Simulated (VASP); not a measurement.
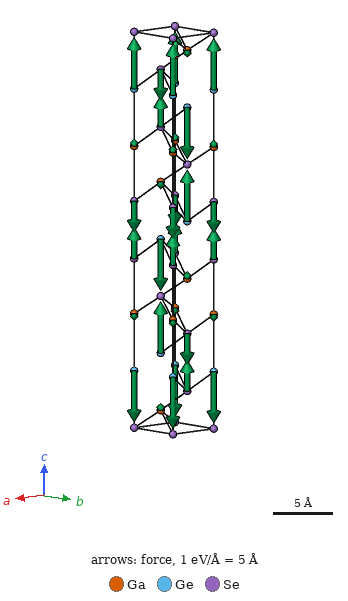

Starting geometry of a crystal of Ga₂Ge₂Se₃ (a generated structure, set up in R-3m) with the computed forces as green arrows. Style: ball-and-stick. Shown: the conventional cell (3 times the calculation's cell), from a free direction. Lengths and directions refer to the drawn axes.

The run lets cell and atoms move.

All numbers below come from Kohn-Sham DFT of a periodic cell, PBE, VASP PAW PBE potentials, recommended in VASP 6.6.1.

The input:
```
SYSTEM = Ga2Ge2Se3
PREC = Normal ; ENCUT = 520
EDIFF = 1E-4 ; ISMEAR = 0
SIGMA = 0.15 ; LREAL = .FALSE.
LASPH = .TRUE. ; NELM = 60
ALGO = Fast ; ISIF = 3
LWAVE = .FALSE. ; LCHARG = .FALSE.
GGA = PE ; IBRION = 2
NSW = 24 ; EDIFFG = -0.08
```

Run as
```bash
cat potpaw_PBE.64/Ga_d/POTCAR potpaw_PBE.64/Ge_d/POTCAR potpaw_PBE.64/Se/POTCAR > POTCAR
mpirun -np 1 vasp_std > vasp.out
```

Question: Is this structure relaxed? If not, where do the atoms go?

Answer: It isn't relaxed: the largest force vector, on Ge atoms, is 0.91 eV/Å. The atoms end up moving mostly along the starting forces (cosine between the two patterns 0.92). The largest moves relative to the cell, 0.25 Å, are those of Ge atoms. Largest moves by element: Ge 0.25 Å, Se 0.23 Å, Ga 0.08 Å. The drawn cell changes as follows: a = b 3.900 → 4.019 Å (+3.1 %), c 34.800 → 34.865 Å (+0.2 %); the volume changes by +6.4 %. Among the contacts that change: Ga–Se 2.829 → 3.083 Å, Ge–Se 2.836 → 2.633 Å, Ga–Se 2.741 → 2.755 Å. Bond angles that change, for instance: Se–Ge–Se 86.9° → 99.5°, Ge–Se–Ge 86.9° → 99.5°, Se–Ga–Se 90.7° → 93.7°. The space group stays R-3m (No. 166). After 16 geometry steps the energy has fallen by 92.5 meV per atom. The largest force component goes from 0.91 to 0.071 eV/Å. The pressure goes from −0.86 to 0.27 GPa.

Limits of the set-up: layers or molecules are held without a dispersion correction, so their spacing is unreliable.
